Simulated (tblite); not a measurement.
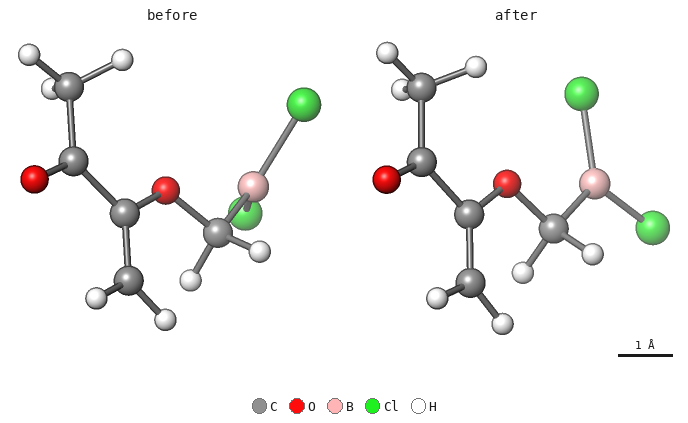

The structure of C5H7BCl2O2 before (left) and after (right) a relaxation, at one scale.

Style: ball-and-stick. Shown from a free direction.

These are results of GFN2-xTB geometry optimisation, gas phase in tblite 0.8.0, not measurements. 

Summarise the run.

The largest move after the best rigid fit is that of a Cl atom, 1.41 Å. By element the largest moves are Cl 1.41 Å, H 0.28 Å, C 0.17 Å, O 0.17 Å, B 0.08 Å. Among the contacts that change: B–Cl 1.852 → 1.701 Å, B–Cl 1.837 → 1.715 Å, C–O 1.257 → 1.208 Å, C–H 1.116 → 1.087 Å. Bond angles that change, for instance: C–O–C 125.6° → 117.7°, O–C–C 117.8° → 112.8°, C–C–C 119.9° → 115.0°. Groups turn about B–C by about 60°. The energy falls by 68.0 kJ/mol in 117 geometry steps. Cost: 1.1 s on 1 thread of Arm Neoverse V1, on a shared host.
